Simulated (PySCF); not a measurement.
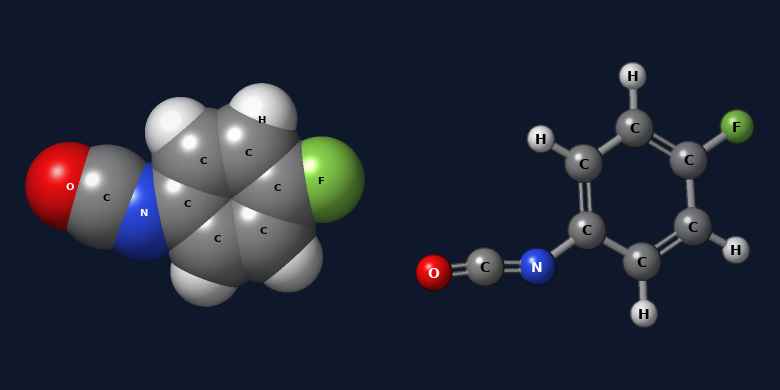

Two views of one molecule.

Computed geometry: PBE0-D3(BJ)/def2-SVP optimisation. No frequency run is at hand to confirm it as a minimum.

Count the atoms of each element.

Answer. C7H4FNO, 14 atoms: 7 carbon, 4 hydrogen, 1 fluorine, 1 nitrogen and 1 oxygen.

What is the point group of this geometry?

Answer. Cs.

Name some functional groups or characteristic bonds that it holds.

Answer. Among them: C–F bond.

More results for the same structure follow; atom numbers are the same in all pictures, views and colours differ.

### Geometry

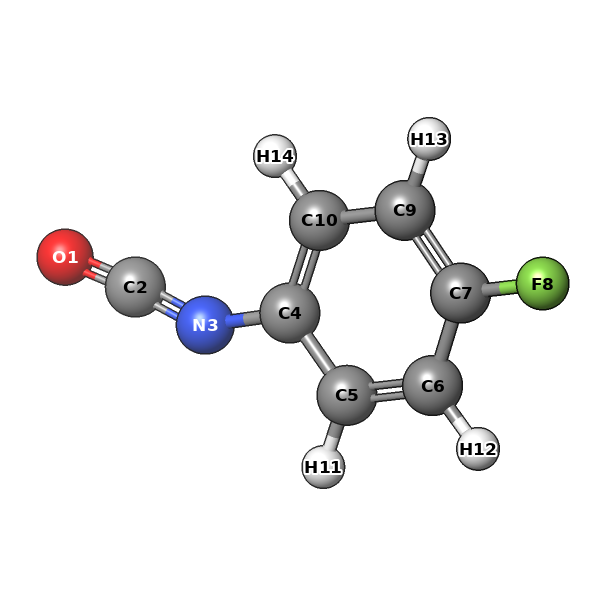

Numbered structure. No frequency run is at hand to confirm it as a minimum.

Give these bond angles: C2–N3–C4, N3–C4–C5, C4–C5–C6, C4–C5–H11, C4–C10–C9, C4–C10–H14, C5–C4–C10, C5–C6–H12, C6–C5–H11, C6–C7–C9, C7–C9–C10, C9–C10–H14.

```
     angle  degrees
  C2–N3–C4    147.2
  N3–C4–C5    119.0
  C4–C5–C6    120.4
 C4–C5–H11    119.0
 C4–C10–C9    120.3
C4–C10–H14    119.6
 C5–C4–C10    119.5
 C5–C6–H12    121.4
 C6–C5–H11    120.7
  C6–C7–C9    121.4
 C7–C9–C10    119.2
C9–C10–H14    120.1
```

### Spin–spin coupling

No frequency run is at hand to confirm it as a minimum. Method: B3LYP/pcJ-1 indirect spin-spin coupling, non-relativistic, gas phase (PySCF 2.14.0). Isotopes: 13C, 19F, 1H, 15N, 17O.

Give the spin–spin coupling constants of these pairs, with the number of bonds between them: C7/F8, C6/F8, F8/C9, C5/F8.

```csv
pair,bonds apart,J (Hz)
"C7, F8",1,−316.2
"C6, F8",2,20.7
"F8, C9",2,21.0
"C5, F8",3,5.4
```

Density functionals are unreliable for couplings to fluorine, so those rows may be far off.

### Excitation

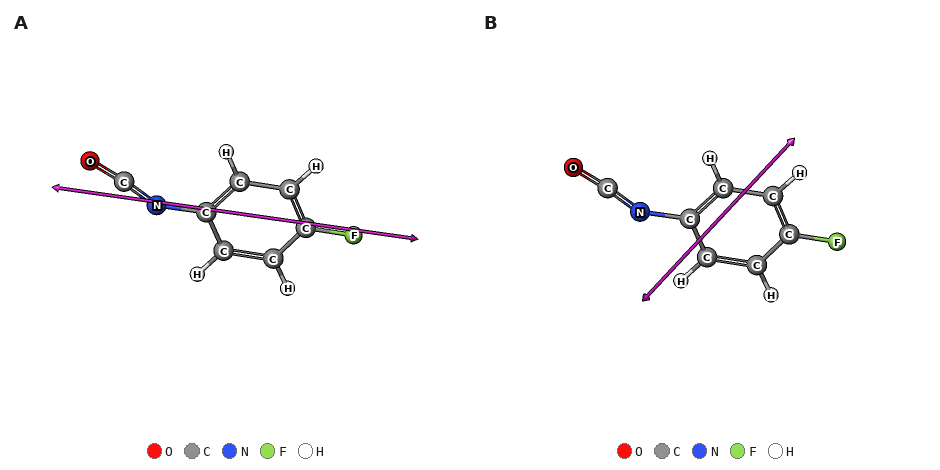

The double arrows show the directions of two transition dipoles from the ground state (lengths mean nothing). No frequency run is at hand to confirm it as a minimum. Properties computed with TDDFT B3LYP/def2-SVPD, vertical, gas phase, core orbitals frozen in the response (PySCF 2.14.0).

One belongs to singlet state 1 and one to singlet state 7. Which is which?

Answer. A: state 7, 6.64 eV (187 nm), oscillator strength 0.48, of mixed character, with the largest part HOMO−1 → LUMO (weight 0.47).
B: state 1, 4.86 eV (255 nm), oscillator strength 0.024, mainly HOMO → LUMO (weight 0.64).

### Polarisability

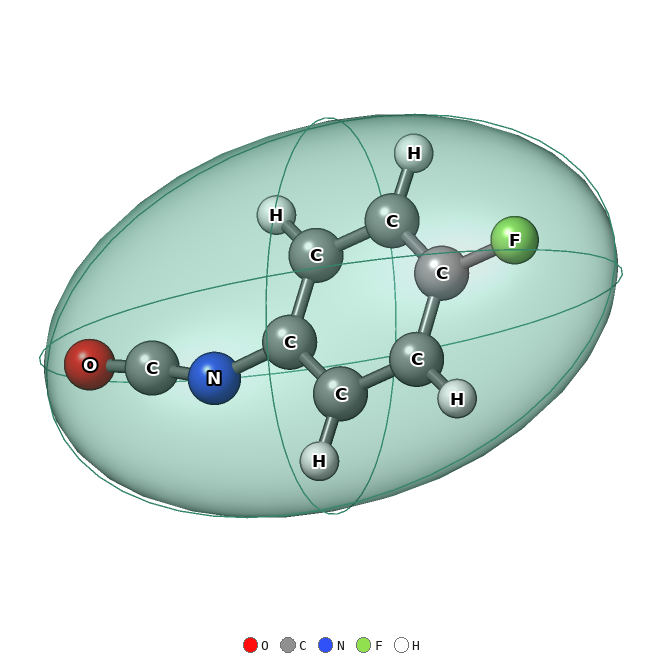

The ellipsoid shows the static dipole polarisability: its half-axes are proportional to the principal values. No frequency run is at hand to confirm it as a minimum. Computed with B3LYP/def2-SVPD (PySCF 2.14.0).

How large and how anisotropic is the polarisability?

Answer. Principal values 50.4, 88.8, 143.7 bohr³; mean 94.3 bohr³ (13.97 Å³); anisotropy 81.2 bohr³, so the longest axis is 2.85 times the shortest.
